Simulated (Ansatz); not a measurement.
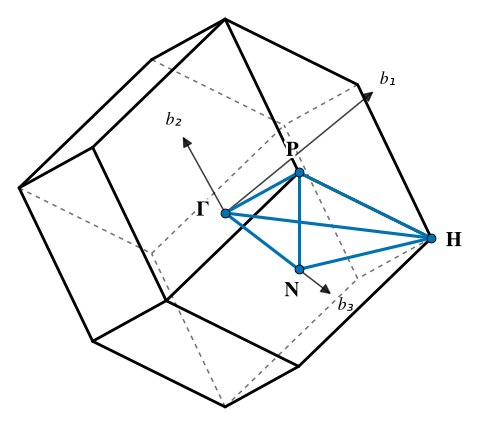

Crystal: Na, the end point of a relaxation with Ansatz, DFT PBE, scalar-relativistic, plane waves, PAW. The first Brillouin zone and its special points. Symmetry computed with spglib at a tolerance of 0.002 Å; standard conventional cell.

Space group Im-3m (No. 229); a = 4.190 Å, b = 4.190 Å, c = 4.190 Å, α = 90.00°, β = 90.00°, γ = 90.00°.

Labels and path follow the convention of Hinuma et al. (2017), as computed by seekpath; the arrows show the directions of the reciprocal primitive vectors b₁, b₂, b₃, in which coordinates are given; lengths include the factor 2π.

Question: List the special points with their coordinates and distances from Γ.

Answer:
```csv
point,k₁,k₂,k₃,length of k (1/Å)
Γ,0,0,0,0.000
H,1/2,−1/2,1/2,1.500
P,1/4,1/4,1/4,1.299
N,0,0,1/2,1.060
```

Question: What is the zone's volume?

Answer: (2π)³ over the primitive cell's volume of 36.78 Å³: 6.74 Å⁻³.
